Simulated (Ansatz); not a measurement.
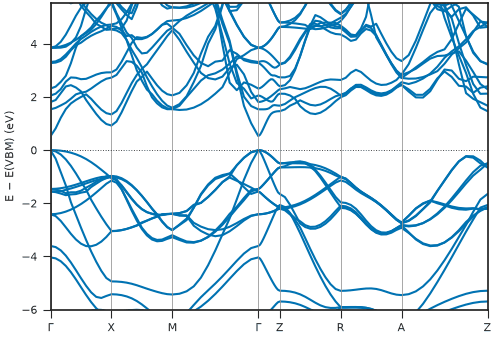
Fig. 1. Band structure from the program Ansatz at the PBE level (PAW)

Question: Read off the gap and where the band edges lie.

Answer: About 0.5 eV (0.53 eV by a search for the band edges); maximum at Γ, minimum at Γ.

The material is AlGa$_{3}$As$_{4}$ in space group P-4m2 (No. 115; Pearson symbol tP8).

The start of the workflow was typed in or built on a structure type; neither database checked (COD, Materials Project) lists it. Its standing as an ambient phase is unchecked. The PBE relaxation kept the symmetry of its start; its stability against distortions is not shown here. Spin–orbit coupling is left out wherever it is not named.

Potentials: the earlier of the program's two PAW sets.
